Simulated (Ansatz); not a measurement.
# BF$_{3}$···H$_{2}$O: what the fields show

Input

```
crystal:
  periodic: [false, false, false]
  atoms:
    - { symbol: B, position_ang: [0.0, 0.0, 0.0] }
    - { symbol: F, position_ang: [0.0, 0.0, 1.67] }
    - { symbol: F, position_ang: [1.1431, 0.0, -0.66] }
    - { symbol: F, position_ang: [-1.1431, 0.0, -0.66] }
    - { symbol: O, position_ang: [0.0715, -1.6212, 0.5392] }
    - { symbol: H, position_ang: [-0.475, -2.2058, -0.077] }
    - { symbol: H, position_ang: [0.0453, -1.0266, 1.5024] }
basis:
  gaussian: { orbitals: def2-SVP }
hamiltonian:
  xc: hf
relax:
  f_tol: 0.15
  max_steps: 25
  restrain:
    - { distance: [0, 4], at: 2.61, k: 30.0 }
    - { distance: [6, 1], at: 2.12, k: 30.0 }
    - { distance: [0, 1], at: 1.32, k: 30.0 }
    - { distance: [6, 4], at: 1.01, k: 30.0 }
output:
  orbitals: {}
```

Command:

```sh
ansatz run input.yaml --threads 1 --pin off --max-ram 2048MiB --backend cpu --events-out ev --progress --plain --runs-dir out
```

The fields are those of the run's last geometry, not of the input's.

Not at a stationary point (largest force 1.4 eV/Å).

Method: RHF/def2-SVP in Ansatz.

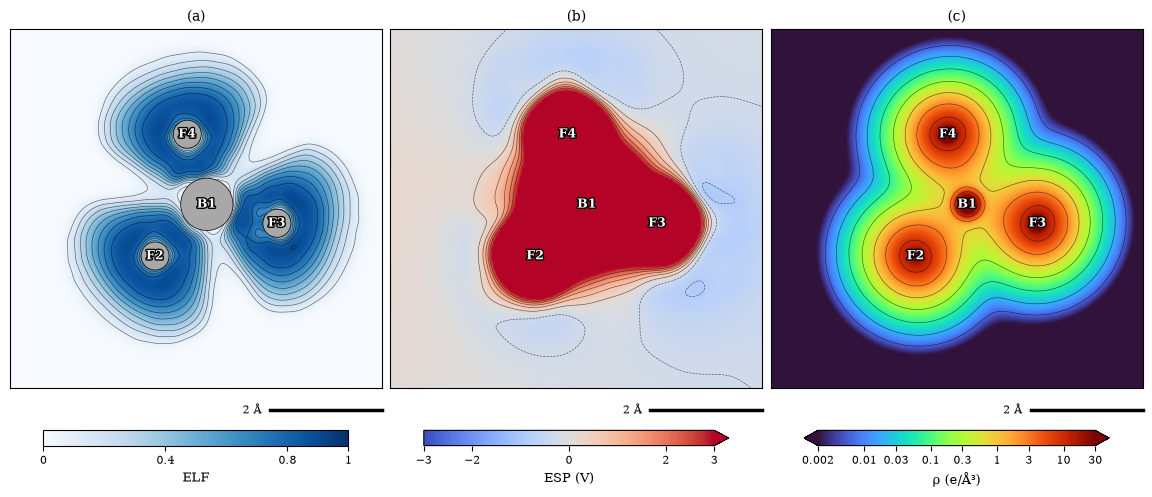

Figure 1. (a) ELF; (b) molecular electrostatic potential; (c) total electron density on the plane of atoms F3, B1 and F4. Grey discs cover the atomic cores in the ELF map.

What do the fields say about this system?

The section cuts through B and F sites.
B–F (1.30 Å): the density is about 2.4 e/Å³ at the midpoint; the ELF peaks at about 0.85 between the atoms; a polar covalent bond.
The ELF also peaks beside F2, F3 and F4, away from the bonds: lone-pair regions.
Outside the dense part of the complex the potential is most negative (−0.9 V) near F3.

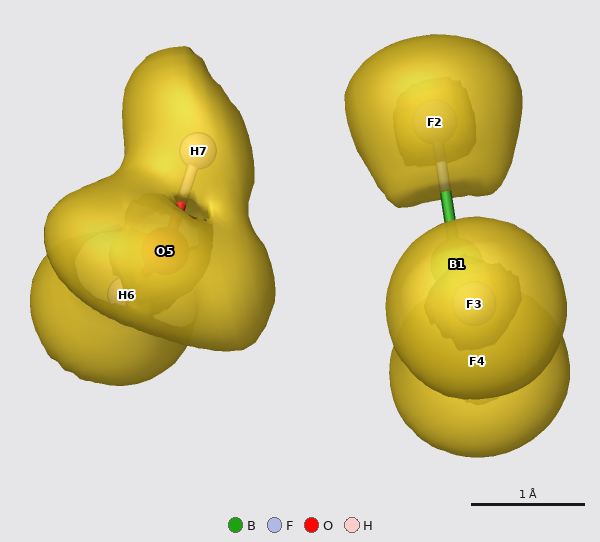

Figure 2. Isosurface of the ELF at 0.75 (yellow), seen at a tilt. Core shells and regions of very low density are left out.

Identify the bonds, lone pairs and shells in this picture.

The surface consists of three regions on F in which the atom's valence shell and bonds are merged and one joined region spread over several atoms (H, O), in which their bonds and any lone pairs are merged. Profiles from the grid: B1···O5 (2.60 Å): the ELF is about 0.10 at the midpoint.

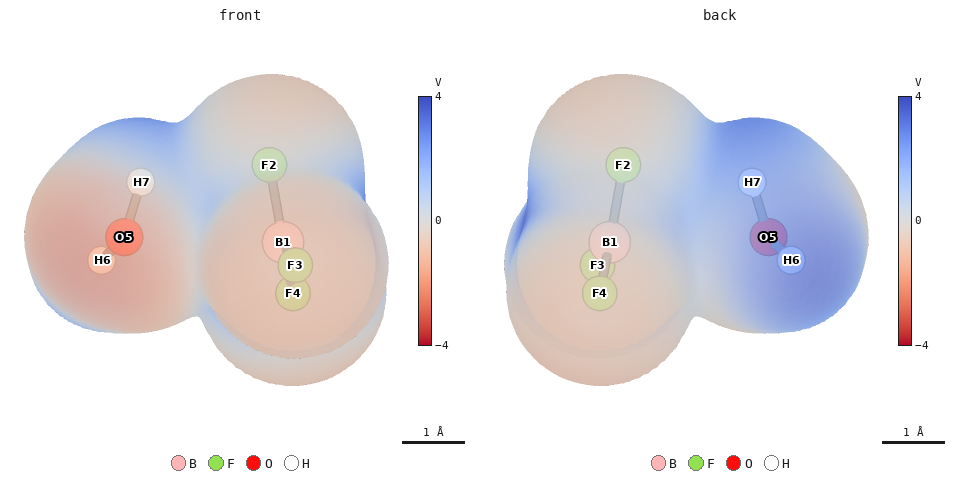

Figure 3. The electrostatic potential painted on the density surface at 0.002 e/bohr³, seen from the front and from behind; red is negative and blue positive.

Describe the electrostatic potential map.

The most negative region (about −1.6 V, or −37 kcal/mol for a unit charge) lies over O5, the most positive (about +2.9 V, or +67 kcal/mol for a unit charge) over B1. O5 is the likeliest acceptor of a hydrogen bond.
